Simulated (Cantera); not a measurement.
Feed: 1 mol Si, a varied amount of HBr, at 302 °C and 10.0 mbar.

Equilibrium computed with Cantera from the NASA thermochemical tables; the gas is ideal and each condensed phase is pure. Candidate condensed phases: Br2, Si; 19 gas species. Equilibrium is a limit: real reactors are often held back by kinetics, nucleation or transport.

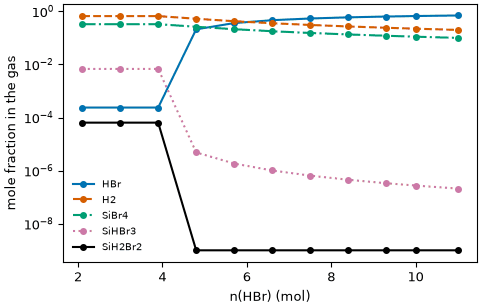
Figure: Equilibrium gas composition (values under 1e-9 drawn at 1e-9)

### Question
Read off the mole fractions at 9.3 mol HBr.

### Answer
HBr about 0.64, H2 about 0.24, SiBr4 about 0.12, SiHBr3 about 3.4e-7.
